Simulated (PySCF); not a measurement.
# C₄H₇BF₂O₂: a tour of settings

Which settings matter for C₄H₇BF₂O₂ (`FC(F)[C@H]1CCOBO1`)?

Computed with PySCF 2.14.0, with density-fitted response routines of our own, on a single molecule in the gas phase. Atoms count from 0, in the outputs and in this text.

### Step 1. The starting structure

16 atoms, charge 0, multiplicity 1; geometry from: GFN2-xTB.

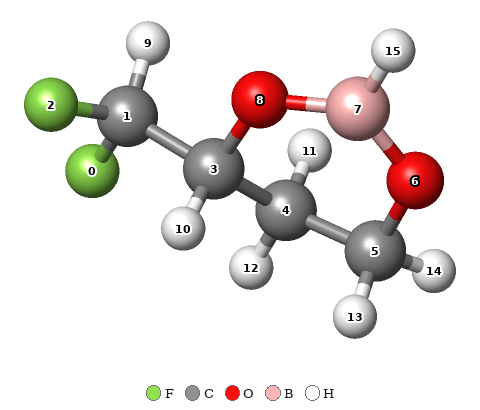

As it starts; fluorine green, carbon grey, oxygen red, boron pink, hydrogen white, atoms numbered.

### Step 2. Shielding tensors: PBE0/pcSseg-1

What the job is given:

```
{"job": {"kind": "nmr", "xc": "PBE0", "basis": "pcSseg-1"}, "charge": 0, "multiplicity": 1}
F     -2.077358    -1.852011    -0.154520
C     -1.989482    -0.506623    -0.304354
F     -3.060193     0.008131     0.335320
C     -0.680733     0.021521     0.299730
C      0.507582    -0.855713    -0.104197
C      1.787709    -0.187646     0.395945
O      1.865034     1.161541    -0.018834
B      0.741923     1.852996    -0.283514
O     -0.512075     1.345397    -0.152722
H     -2.081672    -0.269213    -1.374277
H     -0.794551     0.028872     1.394121
H      0.538560    -0.920023    -1.194625
H      0.406551    -1.856755     0.312030
H      1.831983    -0.218680     1.491910
H      2.669863    -0.698009    -0.003146
H      0.839261     2.955159    -0.650277
```

Method: GIAO PBE0/pcSseg-1 NMR shielding, non-relativistic, gas phase.

Launch:

```bash
OMP_NUM_THREADS=1 python probes_run.py task.json out
```

The driver reads the jobs from task.json and runs them one after another.

The log of the run:

```text
coarse grid: 14120 points
cycle   1  E = -530.8481680341  dE =  1.444e+00  |g| = 9.734e-01  |ddm| = 3.470e+00
cycle   2  E = -530.6826805522  dE =  1.655e-01  |g| = 1.410e+00  |ddm| = 1.432e+00
cycle   3  E = -531.0077163652  dE = -3.250e-01  |g| = 7.563e-02  |ddm| = 9.045e-01
cycle   4  E = -531.0085891366  dE = -8.728e-04  |g| = 3.747e-02  |ddm| = 7.457e-02
cycle   5  E = -531.0088776239  dE = -2.885e-04  |g| = 1.041e-02  |ddm| = 3.362e-02
cycle   6  E = -531.0088938177  dE = -1.619e-05  |g| = 4.039e-03  |ddm| = 7.860e-03
cycle   7  E = -531.0088966912  dE = -2.874e-06  |g| = 4.674e-04  |ddm| = 2.525e-03
final grid: 139272 points
cycle   8  E = -531.0950538895  dE = -5.320e-05  |g| = 1.199e-02  |ddm| = 2.839e-02
cycle   9  E = -531.0950283239  dE =  2.557e-05  |g| = 1.725e-02  |ddm| = 1.699e-02
cycle  10  E = -531.0950805298  dE = -5.221e-05  |g| = 9.614e-04  |ddm| = 1.007e-02
cycle  11  E = -531.0950807232  dE = -1.934e-07  |g| = 2.643e-04  |ddm| = 1.067e-03
cycle  12  E = -531.0950807349  dE = -1.179e-08  |g| = 1.050e-04  |ddm| = 2.393e-04
cycle  13  E = -531.0950807366  dE = -1.701e-09  |g| = 2.977e-05  |ddm| = 7.975e-05
cycle  14  E = -531.0950807368  dE = -1.321e-10  |g| = 1.052e-05  |ddm| = 2.527e-05
converged SCF energy = -531.0950807368

GIAO shielding tensors (ppm)
atom      isotropic    diamagn.    paramagn.     s11        s22        s33       span
  0 F      320.646     472.113    -151.467    218.568    342.211    401.159    182.591
  1 C       61.944     240.115    -178.172     47.391     68.560     69.880     22.489
  2 F      309.250     469.390    -160.140    221.519    338.385    367.848    146.329
  3 C      111.086     248.255    -137.169    102.218    104.559    126.481     24.264
  4 C      155.262     253.816     -98.554    148.859    155.970    160.958     12.099
  5 C      122.856     244.764    -121.908    104.196    107.440    156.932     52.736
  6 O      205.632     393.099    -187.467     75.114    195.349    346.432    271.318
  7 B       77.097     197.293    -120.196     61.894     72.780     96.618     34.724
  8 O      200.586     394.286    -193.700     78.729    195.723    327.306    248.577
  9 H       25.821      28.087      -2.266     24.452     25.180     27.832      3.380
 10 H       27.454      31.341      -3.887     25.251     26.095     31.016      5.765
 11 H       30.030      32.512      -2.482     25.955     29.428     34.706      8.752
 12 H       29.709      31.792      -2.083     25.009     28.959     35.159     10.149
 13 H       27.405      29.696      -2.292     23.128     26.361     32.724      9.596
 14 H       27.335      28.365      -1.030     22.630     26.720     32.654     10.024
 15 H       27.711      29.826      -2.115     24.242     26.924     31.966      7.723
```

It took 28 s on 1 thread of Arm Neoverse V2, shared host; peak memory 0.84 GiB.

Shifts follow as δ = σ(reference) − σ, with reference shieldings (ppm) from runs at the same level and on the same kind of geometry: 1H TMS 31.72, 13C TMS 186.9, 19F CFCl3 170.9, 17O H2O 336.1, 11B BF3·OEt2 100.1. The references are single molecules in the gas phase, so shifts against H2O, NH3, PH3, H3PO4 or CFCl3 are not on the usual liquid scales and can be off by tens of ppm.

```tsv
atoms	environment	σ (ppm)	δ (ppm)	δ scaled to CDCl3
C1	sp3 CH bonded to 2 F	61.9	125.0	120.1
C3	sp3 CH bonded to O	111.1	75.8	72.1
C5	sp3 CH2 bonded to O	122.9	64.1	60.6
C4	sp3 CH2 in a ring	155.3	31.7	29.0
H9	hydrogen on an sp3 CH bonded to 2 F	25.82	5.90	5.66
H14	hydrogen on an sp3 CH2 bonded to O	27.33	4.38	4.24
H13	hydrogen on an sp3 CH2 bonded to O	27.40	4.31	4.17
H10	hydrogen on an sp3 CH bonded to O	27.45	4.26	4.12
H15	hydrogen on a boron bonded to 2 O, in a 6-membered ring	27.71	4.01	–
H12	hydrogen on an sp3 CH2 in a ring	29.71	2.01	2.00
H11	hydrogen on an sp3 CH2 in a ring	30.03	1.69	1.70
F2	fluorine of a CF2 group	309.3	-138.3	–
F0	fluorine of a CF2 group	320.6	-149.7	–
O8	oxygen bonded to C, B, in a 6-membered ring	200.6	135.5	–
O6	oxygen bonded to C, B, in a 6-membered ring	205.6	130.4	–
B7	boron bonded to 2 O, H, in a 6-membered ring	77.1	23.0	–
```

The scaled column applies a straight-line fit of computed shieldings to shifts measured in CDCl3, and one for carbons that bear F (root-mean-square error 0.16 ppm for H, 1.9 ppm for C).

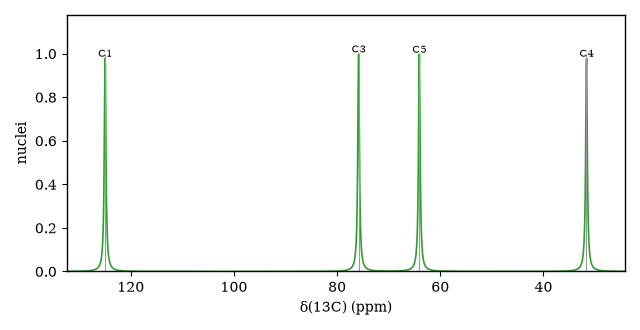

13C lines at the computed shifts, without couplings. Lines are broadened to a width of 0.37 ppm (Lorentzian).

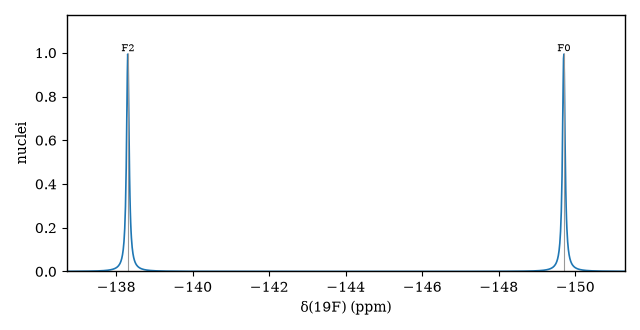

19F lines at the computed shifts, without couplings. Lines are broadened to a width of 0.08 ppm (Lorentzian).

The run also stored atomic charges by several schemes (e):

```tsv
atoms	Mulliken	IAO	Hirshfeld	ESP fit
F0	-0.30	-0.31	-0.10	-0.20
C1	0.60	0.45	0.15	0.17
F2	-0.29	-0.29	-0.10	-0.19
C3	-0.05	0.06	0.03	0.42
C4	-0.28	-0.30	-0.08	-0.53
C5	0.10	-0.05	0.02	0.44
O6	-0.50	-0.39	-0.18	-0.61
B7	0.51	0.36	0.21	0.79
O8	-0.50	-0.40	-0.17	-0.63
```

Hirshfeld charges:

F0 -0.10; C1 0.15; F2 -0.10; C3 0.03; C4 -0.08; C5 0.02; O6 -0.18; B7 0.21; O8 -0.17; H9 0.05; H10 0.04; H11 0.04; H12 0.05; H13 0.05; H14 0.05; H15 -0.06

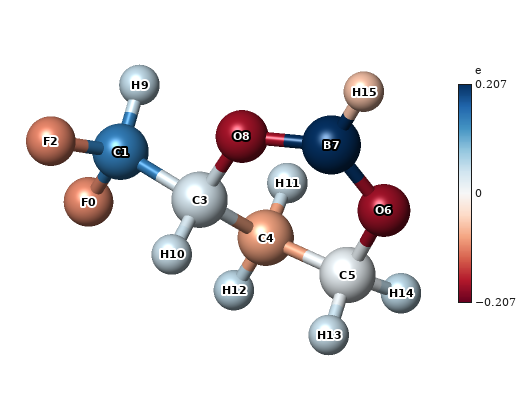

Hirshfeld charges, as colours on the atoms.

Mayer bond orders: F0–C1 0.95, C1–F2 0.97, C1–C3 0.99, C3–C4 1.01, C4–C5 1.05, C5–O6 0.88, O6–B7 1.19, B7–O8 1.13, O8–C3 0.86.

Ring of atoms C3, C4, C5, O6, B7, O8: NICS(0) -1.9, NICS(1) -1.6, NICS(1)zz 1.0 ppm (means of both faces; NICS(1) differs between them: -2.7 and -0.6).

Orbitals, density, ELF and potential are computed afterwards from the orbital file.

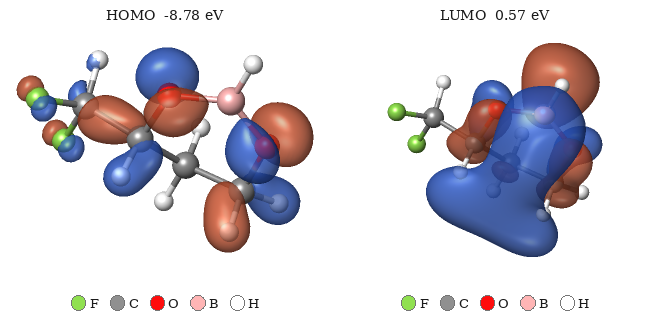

Frontier orbitals at PBE0/pcSseg-1; each surface holds 70 % of the orbital's density, blue and red mark the sign.

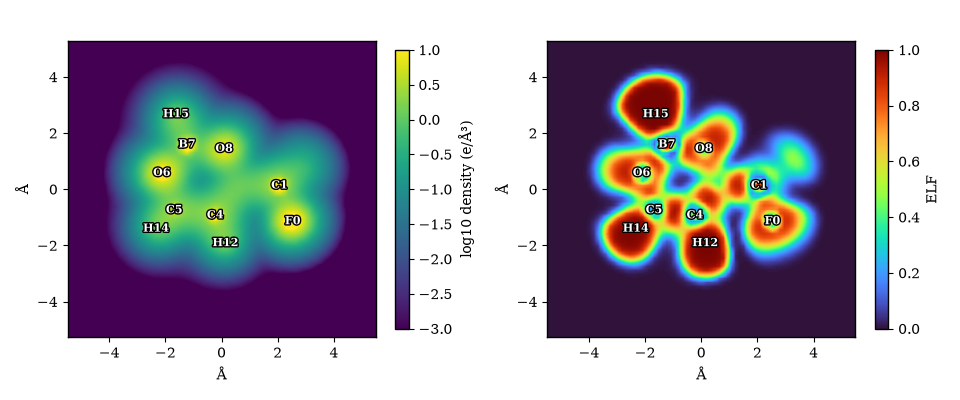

Density (left) and ELF (right) in a plane through or near 10 of the atoms.

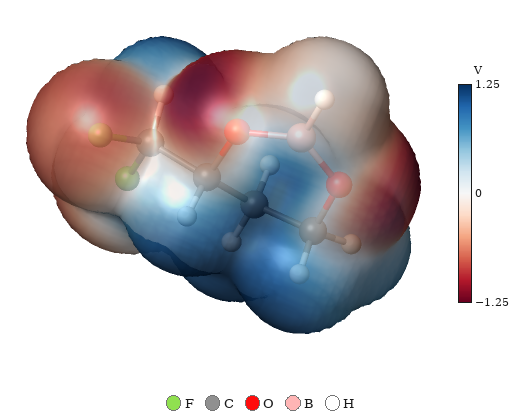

Electrostatic potential on the surface of density 0.002 e/bohr³; red is low, blue high. It runs, from the 1st to the 99th percentile, from -1.17 V near O6 to 1.25 V near H9.

### Step 3. Excited states and response: PBE0/def2-SVPD

The job, as its differences from that of step 2:

```diff
@@ -1,2 +1,2 @@
-{"job": {"kind": "nmr", "xc": "PBE0", "basis": "pcSseg-1"}, "charge": 0, "multiplicity": 1}
+{"job": {"kind": "uv", "xc": "PBE0", "basis": "def2-SVPD", "nstates": 6, "ntriplets": 2}, "charge": 0, "multiplicity": 1}
 F     -2.077358    -1.852011    -0.154520
```

Level: TDDFT PBE0/def2-SVPD, vertical, gas phase, core orbitals frozen in the response.

The log of the run:

```text
coarse grid: 14120 points
cycle   1  E = -530.5459681729  dE =  1.371e+00  |g| = 9.167e-01  |ddm| = 6.044e+00
cycle   2  E = -530.3811538591  dE =  1.648e-01  |g| = 1.344e+00  |ddm| = 2.473e+00
cycle   3  E = -530.6971492850  dE = -3.160e-01  |g| = 7.636e-02  |ddm| = 1.434e+00
cycle   4  E = -530.6980580558  dE = -9.088e-04  |g| = 3.718e-02  |ddm| = 1.632e-01
cycle   5  E = -530.6983460027  dE = -2.879e-04  |g| = 1.066e-02  |ddm| = 5.923e-02
cycle   6  E = -530.6983641964  dE = -1.819e-05  |g| = 3.795e-03  |ddm| = 1.653e-02
cycle   7  E = -530.6983668876  dE = -2.691e-06  |g| = 5.044e-04  |ddm| = 4.531e-03
final grid: 139272 points
cycle   8  E = -530.7841419732  dE = -5.256e-05  |g| = 1.123e-02  |ddm| = 1.577e-01
cycle   9  E = -530.7841184341  dE =  2.354e-05  |g| = 1.613e-02  |ddm| = 3.382e-02
cycle  10  E = -530.7841666609  dE = -4.823e-05  |g| = 9.396e-04  |ddm| = 1.897e-02
cycle  11  E = -530.7841668608  dE = -1.999e-07  |g| = 2.514e-04  |ddm| = 1.949e-03
cycle  12  E = -530.7841668720  dE = -1.127e-08  |g| = 9.620e-05  |ddm| = 4.350e-04
cycle  13  E = -530.7841668736  dE = -1.530e-09  |g| = 3.008e-05  |ddm| = 1.299e-04
cycle  14  E = -530.7841668737  dE = -1.460e-10  |g| = 9.752e-06  |ddm| = 5.029e-05
converged SCF energy = -530.7841668737

Static polarisability (au): isotropic 66.464, principal 56.403 69.444 73.544

Singlet excitations
state   eV       nm        f      main configurations
  1   7.8578    157.8   0.00950   H->L 0.74, H-1->L 0.08
  2   7.9983    155.0   0.00490   H-1->L 0.64, H->L 0.19, H-1->L+1 0.09
  3   8.2491    150.3   0.02600   H->L+1 0.76, H-1->L 0.14
  4   8.4536    146.7   0.01015   H-1->L+1 0.74, H-1->L 0.11
  5   8.6660    143.1   0.02685   H-2->L 0.37, H-3->L 0.31, H-3->L+1 0.20
  6   8.8050    140.8   0.01371   H->L+2 0.65, H-3->L 0.15, H-2->L 0.09

Triplet excitations (Tamm-Dancoff, eV): 7.1855 7.7182
```

Wall time 55 s (1 thread of Arm Neoverse V2, shared host); peak memory 0.96 GiB.

The orbitals next to the gap, with their largest atomic shares:

```tsv
orbital	eV	atoms
HOMO−3	-9.79	O6 18 %, B7 17 %, H15 17 %
HOMO−2	-9.67	O8 16 %, O6 12 %, C3 12 %
HOMO−1	-9.09	O6 27 %, O8 24 %, C4 14 %
HOMO	-8.86	O6 30 %, O8 25 %, C5 9 %
LUMO	0.29	B7 28 %, O6 11 %, C5 10 %
LUMO+1	0.52	B7 29 %, O6 14 %, O8 12 %
LUMO+2	1.09	C1 18 %, H9 15 %, F0 13 %
```

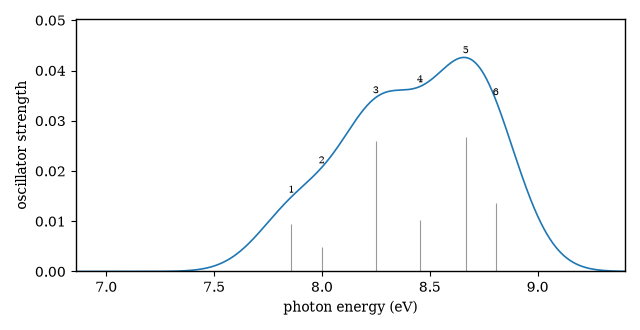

Absorption spectrum from the 6 singlet states computed; above the last one it falls off for lack of states. Lines are broadened to a width of 0.40 eV (Gaussian).

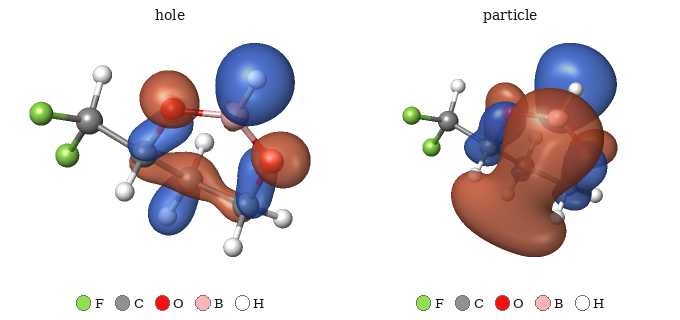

Leading natural transition orbitals of singlet state 5: the electron leaves the hole (left) for the particle orbital (right).

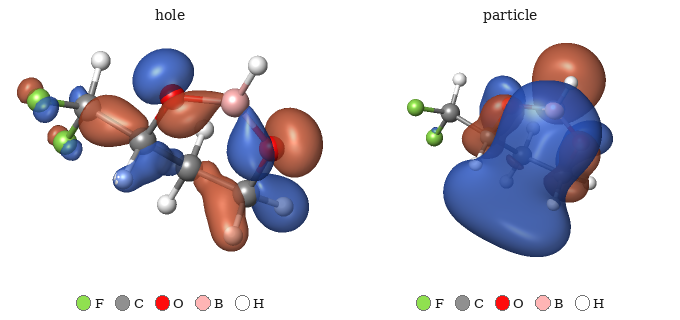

Leading natural transition orbitals of singlet state 1: the electron leaves the hole (left) for the particle orbital (right).

Further results of this job:

```tsv
property	computed
dipole moment (D)	2.42
polarisability (Å³)	9.85
HOMO–LUMO gap (eV)	9.14
−ε(HOMO) (eV)	8.86
```

(Part 1 of 2 ends here.)
